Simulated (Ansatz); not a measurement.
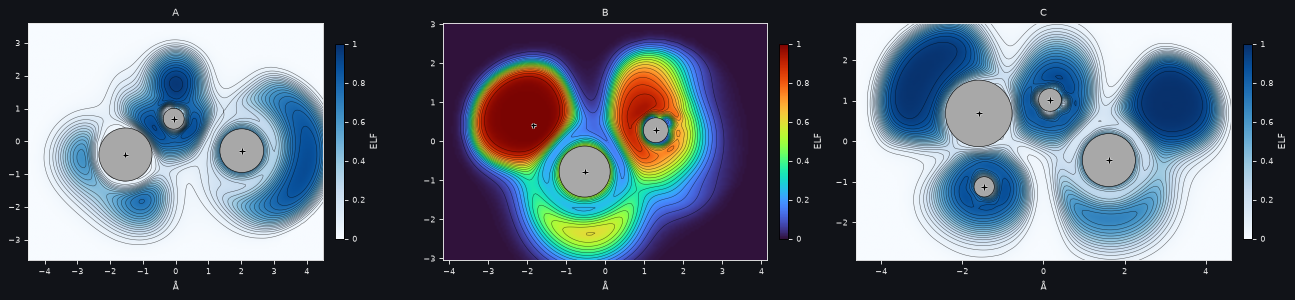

The electron localisation function of 3 systems, each on a plane through atoms (crosses mark nuclei in the plane; grey discs cover the cores).

Level of theory: Ansatz 0.2.0, isolated molecule in a Gaussian basis; Kohn-Sham density functional theory, functional PBE0.

System 1: AlH₃InNSn, the plane of atoms Al1, N3 and In2. Geometry: B3LYP-D3(BJ)/def2-SVP; core potentials replace the inner electrons of In and Sn.

```xyz
7

Al    1.2074    0.3380   -0.2118
In   -1.5070    1.1123    1.9379
N    -0.5283    0.9153   -0.1255
Sn   -0.6644   -1.5174    0.0519
H    -0.7820   -1.0027    1.8606
H    -1.0342    1.4833   -0.8098
H     2.4243    1.2633   -0.6654
```

System 2: H₃NSn (triplet), the plane of atoms N1, Sn2 and H5. Geometry: B3LYP-D3(BJ)/def2-SVP; core potentials replace the inner electrons of Sn.

```xyz
5

N    -0.8086   -1.1308   -2.1783
Sn    1.2821   -0.9035   -2.0259
H    -1.2856   -1.3716   -1.3062
H    -1.1245   -1.7875   -2.8958
H     1.6747    0.7709   -2.4241
```

System 3: FGeH₂OSb, the plane of atoms F1, Ge2 and O3. Geometry: BLYP-D3(BJ)/def2-SVP; core potentials replace the inner electrons of Sb.

```xyz
6

F    -1.5215   -2.9134   -0.5939
Ge    0.1144   -3.3990   -1.2112
O     0.8653   -1.7821   -1.0864
Sb   -0.1508   -0.0880   -0.4530
H     1.3534    0.7287   -0.0876
H    -0.2865   -0.5656    1.2237
```

> Match each panel to its system.

Panel A is system 1, AlH₃InNSn: the plane holds Al, In and N. Al–N (1.83 Å): the ELF peaks at about 0.90 in the valence shell of N, 0.6 Å from its nucleus, and is about 0.60 at the midpoint. Panel B is system 2, H₃NSn: the plane holds N, Sn and H. Sn–N (2.11 Å): the ELF peaks at about 0.90 in the valence shell of N, 0.6 Å from its nucleus, and drops to about 0.15 between the two atoms. Panel C is system 3, FGeH₂OSb: the plane holds F, Ge, O and Sb. Ge–O (1.79 Å): the ELF peaks at about 0.85 in the valence shell of O, 0.6 Å from its nucleus, and is about 0.30 at the midpoint.
